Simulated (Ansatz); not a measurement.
# CH2ClNSSi: the cost of one run

Method: RHF/def2-SVP; program: Ansatz 0.2.0.

### 1 Where the work starts

SMILES `S[Si]1(Cl)C=N1`, 7 atoms, charge 0, spin multiplicity 1.

Atoms are counted from 1 here; the program's logs count them from 0.

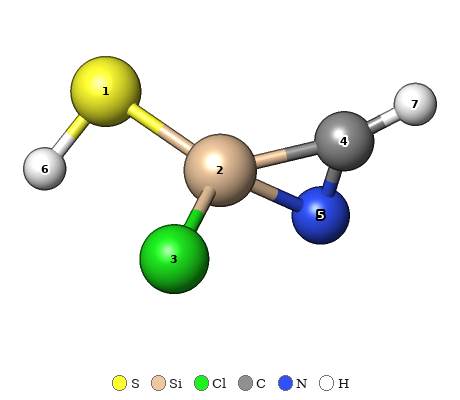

As it starts; sulfur yellow, silicon light orange, chlorine green, carbon grey, nitrogen blue, hydrogen white; atoms are numbered from 1 in the order of the file.

Geometry (Å):

```xyz
7

S    -1.7973    0.1483    1.1004
Si    0.0979   -0.2057    0.2092
Cl    1.0608   -1.8537    0.9964
C     0.9344    1.0078   -0.7950
N     0.3844    0.1076   -1.5560
H    -2.1581   -1.1683    1.0800
H     1.5392    1.8960   -1.0809
```

This geometry comes from a loose relaxation at PBE in a small basis, which is not shown.

### 3 The grid

The axes are (1) bond length S1–Si2: 15 values from 1.735 to 3.174 Å; (2) bond length S1–H6: 15 values from 1.148 to 1.869 Å.

Nothing else is relaxed (all other coordinates rigid). Energies count from the relaxed molecule at the same level. Points are written as (first, second).

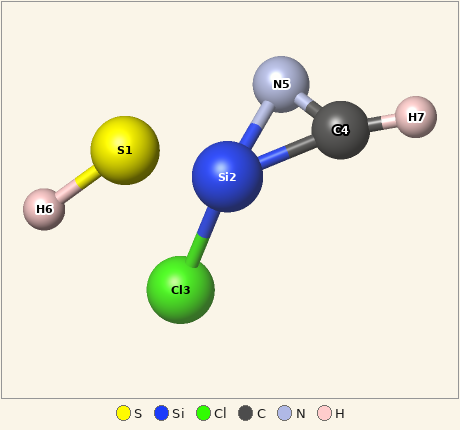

The geometry at (2.455 Å, 1.509 Å).

(The set-up runs are not shown.)

### 4 The run at (2.455 Å, 1.509 Å)

File input.yaml:

```yaml
crystal:
  periodic: [false, false, false]
  atoms:
    - { symbol: S, position_ang: [-1.88555, 0.071339, 0.87104] }
    - { symbol: Si, position_ang: [0.369296, -0.260575, -0.041391] }
    - { symbol: Cl, position_ang: [1.244088, -1.900708, 0.824792] }
    - { symbol: C, position_ang: [1.268024, 0.976152, -0.893501] }
    - { symbol: "N", position_ang: [0.761444, 0.117681, -1.692925] }
    - { symbol: H, position_ang: [-2.028009, -1.307656, 1.466992] }
    - { symbol: H, position_ang: [1.870844, 1.847776, -1.141544] }
basis:
  gaussian: { orbitals: def2-SVP }
hamiltonian:
  xc: hf
output:
  forces: true
```

Started as:

```sh
$ ansatz run input.yaml --threads 1 --pin off --max-ram 2560MiB --backend cpu --events-out ev --progress --plain --runs-dir out
```

What time and memory should one allow on 1 thread of Arm Neoverse V2, shared host?

About 1.2 s, with a peak of 0.16 GiB.
